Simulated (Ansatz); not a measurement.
Base system: PbSe in the rock salt structure (space group Fm-3m, No. 225; a = 6.102 Å). Axes: x, y, z lie along the cube axes.

Perturbation: the cell is stretched by 0.50 % along z with no lateral relaxation, atoms relaxed at fixed cell.

Computed with PBEsol in Ansatz (plane waves to 420 eV, PAW, no spin-orbit coupling).

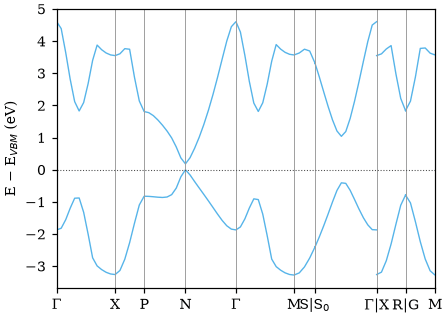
Fig. 1. Highest valence and lowest conduction band along the path of the changed cell's own zone

Q: Read the changed gap and its character from the plot.

A: About 0.2 eV, direct at N.

Spin-orbit coupling, missing from the scalar runs, can matter with Pb. The cells carry an imposed strain or load. Stability against distortions was not tested. k-point labels follow each cell's own Brillouin zone.

Ansatz is a first-principles code.
